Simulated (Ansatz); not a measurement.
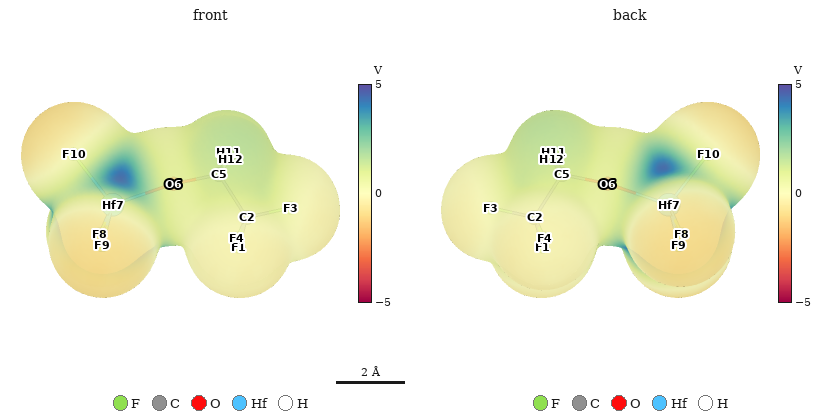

Figure. C₂H₂F₆HfO (SMILES FC(F)(F)C[O][Hf]([F])([F])[F]). The molecular electrostatic potential painted on the density surface at 0.002 e/bohr³, seen from the front and from behind; the colour scale runs from red (negative) to blue (positive).

Geometry: PBE0-D4/def2-TZVP; core potentials replace the inner electrons of Hf.

Method: Ansatz, RKS PBE0-D4/def2-TZVPP.

```xyz
12

F    -0.7093   -0.1366   -2.0847
C    -1.4998   -0.0196   -1.0139
F    -2.6641    0.4994   -1.4131
F    -1.7317   -1.2520   -0.5530
C    -0.8764    0.8661    0.0471
O     0.3276    0.3477    0.4726
Hf    1.9574   -0.5564    0.8993
F     1.5933   -2.3059    1.5540
F     3.0705   -0.6770   -0.6396
F     2.8666    0.4349    2.2476
H    -1.5892    0.9387    0.8747
H    -0.7450    1.8607   -0.3909
```

Q: Which sites attract a positive test charge, and which a negative one?

A: A positive charge is drawn to the negative regions and a negative charge to the positive ones. The most negative region (about −0.9 V, or −21 kcal/mol for a unit charge) lies over F8 and F9, the most positive (about +4.4 V, or +101 kcal/mol for a unit charge) over Hf7.
